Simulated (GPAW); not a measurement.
Two runs for the Ti K edge of atom 2 in BaTiO3 (P4mm). Run A: GPAW, LDA, full core hole (charged cell), 10-atom cell with 5.7 Å between holes, 6×6×6 k points, dipole transitions, Gaussian full width 0.94 eV up to 4 eV, rising linearly to 3.5 eV at 25 eV. Run B differs in one choice.

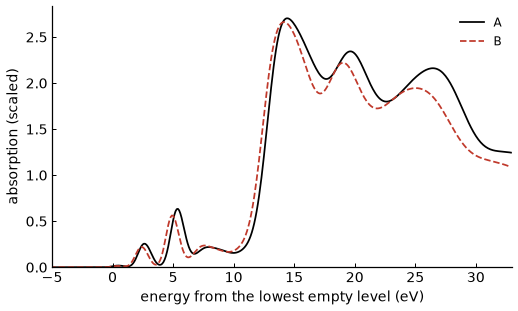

Energy from the lowest empty level; intensity scaled to a mean of 1 over the first 20 eV.

The database entry behind the starting cell differs from later determinations by our own check (c/a about 0.6 % short), so it need not match the best structure at ambient conditions.

What was changed?
a) the volume of the cell
b) the k mesh of the spectrum
c) the plane-wave cutoff
d) the k mesh of the field

(a): run B changes the volume scale from 1 to 1.06. The scaled spectrum changes by 12 % r.m.s. The highest intensity below 24 eV goes from 14.4 eV (2.70) to 14.2 eV (2.66). Other settings could leave a like mark; this is the one that was changed.

[Hosts, paths, dates, database ids (printed as entryN), source tags and the programs' standing remarks are cut or masked in the printed files.]

[Lists of maxima count a maximum above −3 eV only where it reaches 4 % of the highest in the window and stands out from its surroundings by 2 % of it (1.5 % where it reaches 55 %); shoulders and weaker maxima are passed over, and of the rest the first, up to two pre-edge ones and the few strongest are named.]
